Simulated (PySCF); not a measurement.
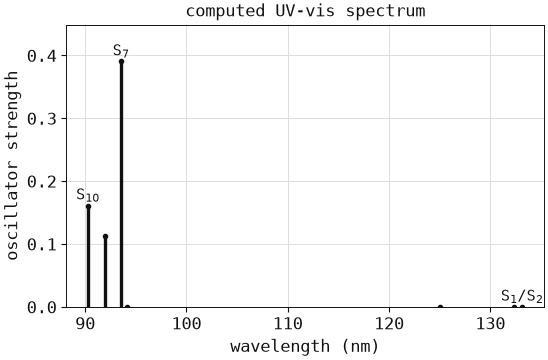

Vertical TDDFT excitations, PBE0/6-31+G(d), PySCF, at a PBE0-D3(BJ)/def2-SVP geometry (no frequency check), gas phase. The lowest 10 singlet states are shown. States within 0.01 eV of each other are merged, with their strengths summed. The highest state may be half of a pair whose partner wasn't computed.

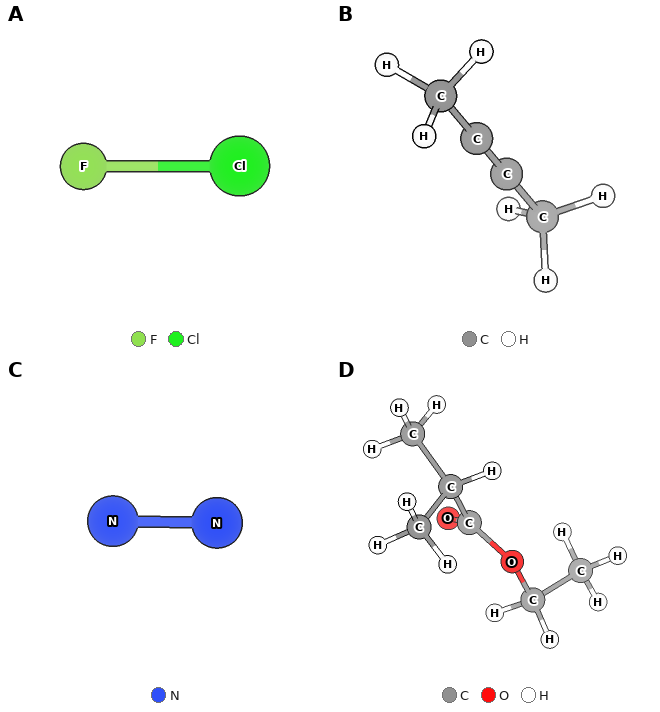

**Whose absorption spectrum is this? The candidates are drawn in the second picture.**

Structure C, N₂. Its lowest singlet lies at 9.31 eV (f = 0.000) and the brightest of those computed is S7 at 13.25 eV (94 nm), f = 0.390, mainly HOMO → LUMO+3 (93 %).

Caveats: states above the negative HOMO energy depend on the basis; core orbitals are frozen in the response.
